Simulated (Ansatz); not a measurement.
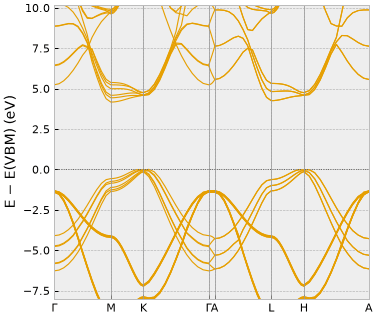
Figure: Band structure from the program Ansatz at the PBE+D3(BJ) level (PAW)

### Question
Read off the gap and where the band edges lie.

### Answer
About 4.2 eV (4.16 eV by a search for the band edges); maximum on the K–Γ line, 7 % of the way from K, minimum at M.

The material is BN in space group P6_3mc (No. 186; Pearson symbol hP12).

The start of the workflow was typed in or built on a structure type. Its sites differ from those of the usual phase in this space group: another stacking or structure type. The cell was relaxed with PBE+D3(BJ) under the symmetry of its start; its stability against distortions is not shown here.

Potentials: the earlier of the program's two PAW sets.
